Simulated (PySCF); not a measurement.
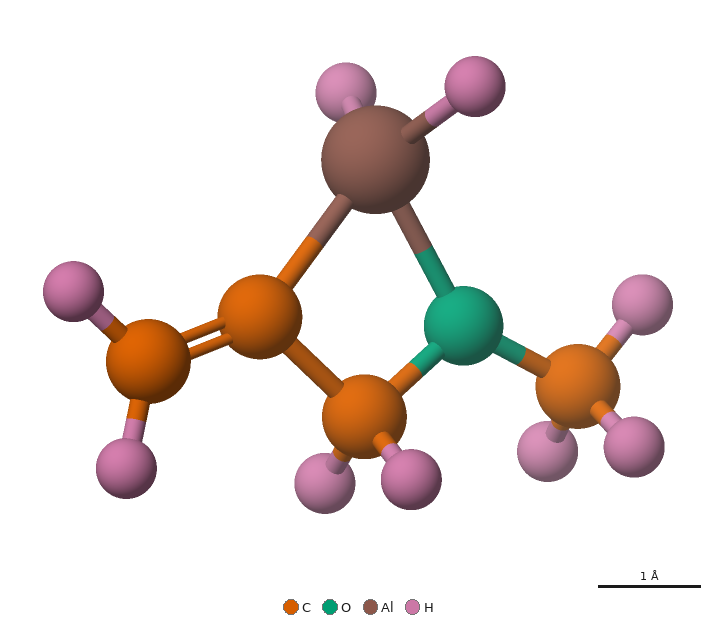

Ball-and-stick drawing of a structure. Multiple sticks mark multiple bonds (one Kekulé form).

The computed structure is the end point of a GFN2-xTB optimisation. No frequency run is at hand to confirm it as a minimum.

Give the formula.

Answer. C4H9AlO, 15 atoms: 4 carbon, 9 hydrogen, 1 aluminium and 1 oxygen.

What is its SMILES?

Answer. C=[C]1C[O+](C)[AlH2-]1

Name some functional groups or characteristic bonds that it holds.

Answer. Among them: alkene.

More results for the same structure follow; atom numbers are the same in all pictures, views and colours differ.

Symmetry

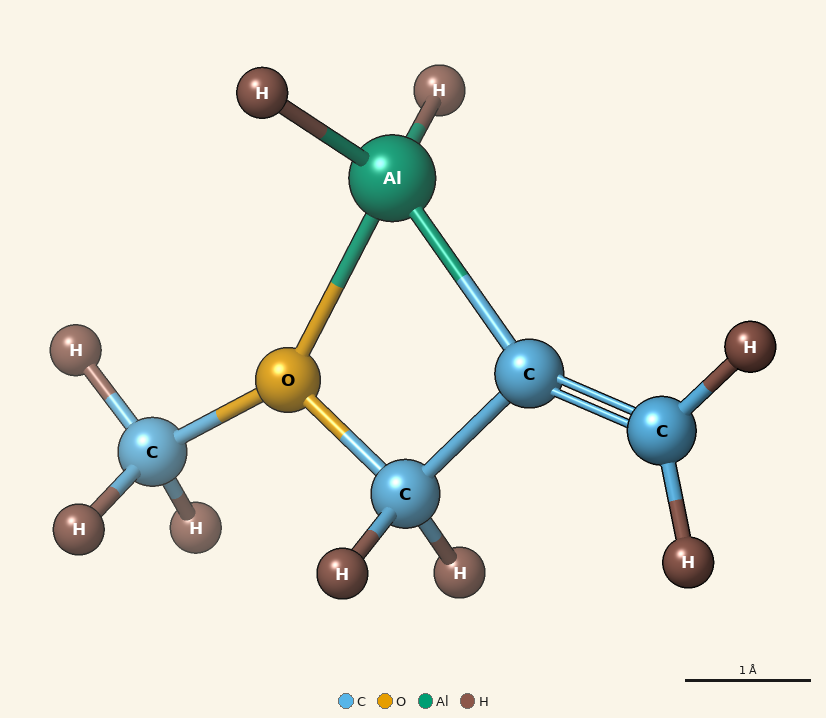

Depth is shown by fading: the farther an atom, the more it takes the colour of the background. No frequency run is at hand to confirm it as a minimum. Masses are those of the most abundant isotopes; constants are for the rigid equilibrium geometry.

Classify the rotor and give the rotational constants (MHz).

Answer. An asymmetric top (Cs): A = 4574, B = 2272, C = 1583 MHz. Ray's parameter κ is −0.54, nearer the prolate limit.

Polarisability

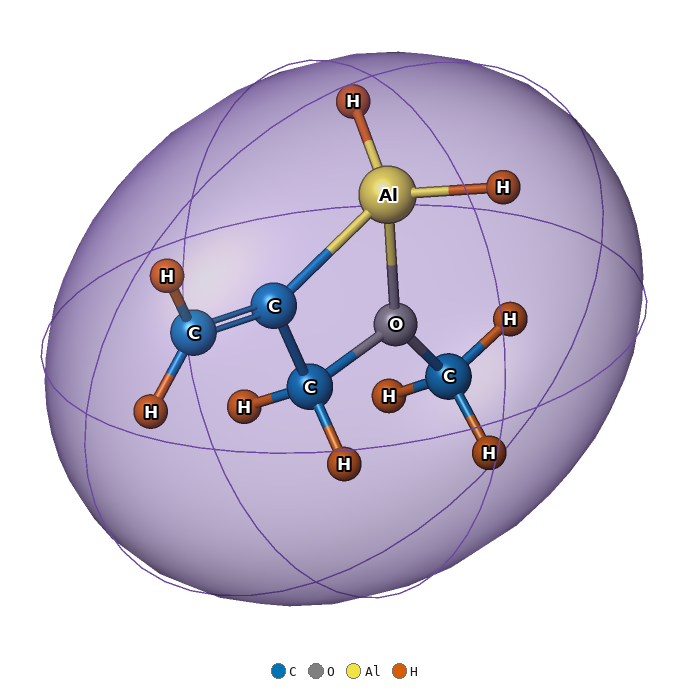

The ellipsoid shows the static dipole polarisability: its half-axes are proportional to the principal values. No frequency run is at hand to confirm it as a minimum. Computed with B3LYP/def2-SVPD (PySCF 2.14.0).

How large and how anisotropic is the polarisability?

Answer. Principal values 67.0, 81.2, 101.1 bohr³; mean 83.1 bohr³ (12.31 Å³); anisotropy 29.7 bohr³, so the longest axis is 1.51 times the shortest.

NMR shielding

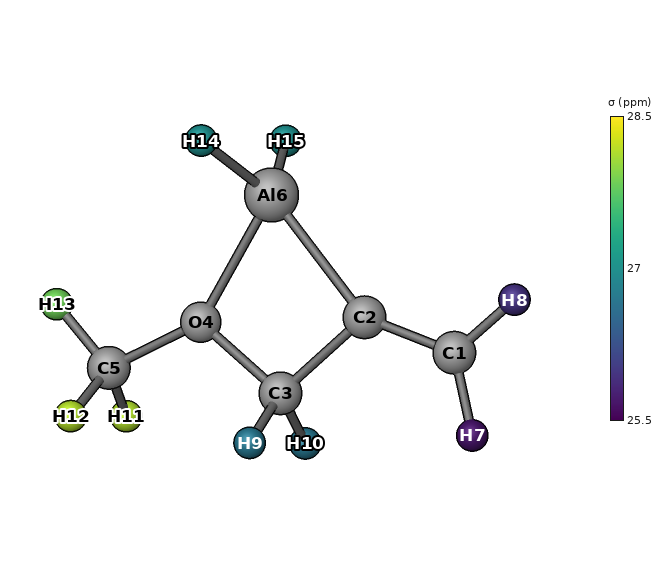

Atoms are coloured by their isotropic NMR shieldings (H only, the others grey). No frequency run is at hand to confirm it as a minimum. Level of theory: GIAO PBE0/pcSseg-1 NMR shielding, non-relativistic, gas phase (PySCF 2.14.0).

Which H atom is the most shielded (lowest chemical shift)?

Answer. H11, H12 (28.15 ppm).

Which H atom is the least shielded (highest chemical shift)?

Answer. H7 (25.68 ppm).

How wide is the range of H shifts?

Answer. 2.47 ppm.

Give the isotropic NMR shieldings of the H atoms atom by atom.

```json
{"atom": "H7", "σ (ppm)": "25.68"}
{"atom": "H8", "σ (ppm)": "25.93"}
{"atom": "H9", "σ (ppm)": "26.69"}
{"atom": "H10", "σ (ppm)": "26.69"}
{"atom": "H11", "σ (ppm)": "28.15"}
{"atom": "H12", "σ (ppm)": "28.15"}
{"atom": "H13", "σ (ppm)": "27.84"}
{"atom": "H14", "σ (ppm)": "26.98"}
{"atom": "H15", "σ (ppm)": "26.98"}
```

Excitation

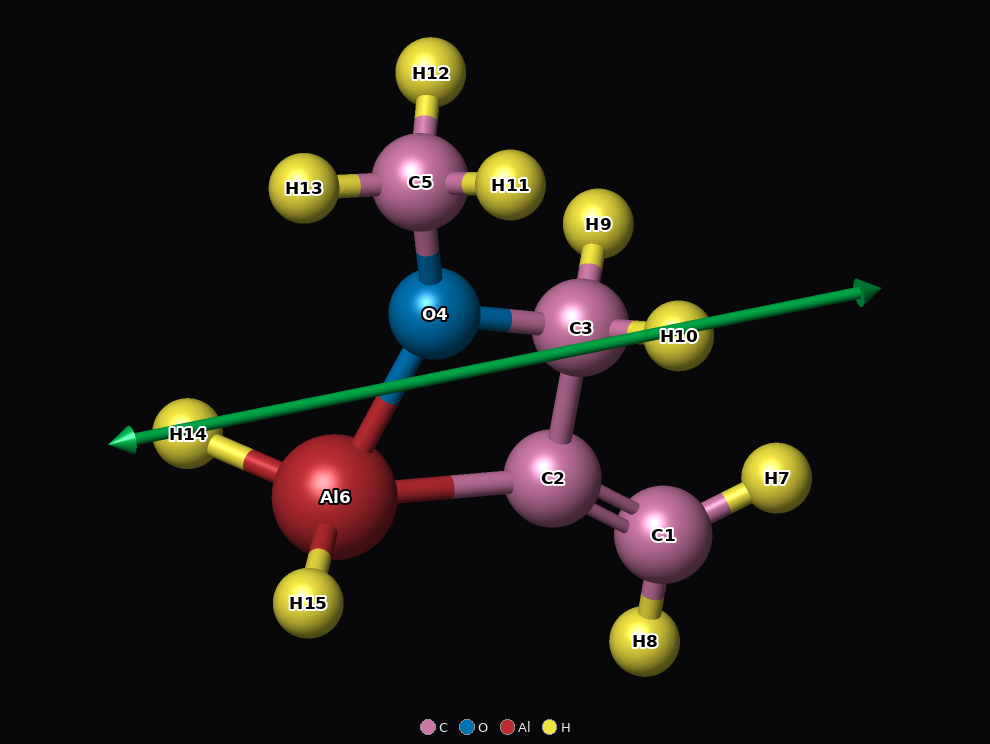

The double arrow shows the direction of the transition dipole to excited singlet state 3 (its length means nothing). No frequency run is at hand to confirm it as a minimum. Properties computed with TDDFT B3LYP/def2-SVPD, vertical, gas phase, core orbitals frozen in the response (PySCF 2.14.0).

How is the transition polarised?

Answer. Nearly parallel to the C2–Al6 bond.

Give its energy, strength and character.

Answer. 5.82 eV (213 nm), oscillator strength 0.034, mainly HOMO−1 → LUMO (weight 0.94); transition dipole 1.23 D.

The geometry is semi-empirical. Around Al such bond lengths and angles can be off by a tenth of an ångström or more and by several degrees, and values that hang on the shape move with them.
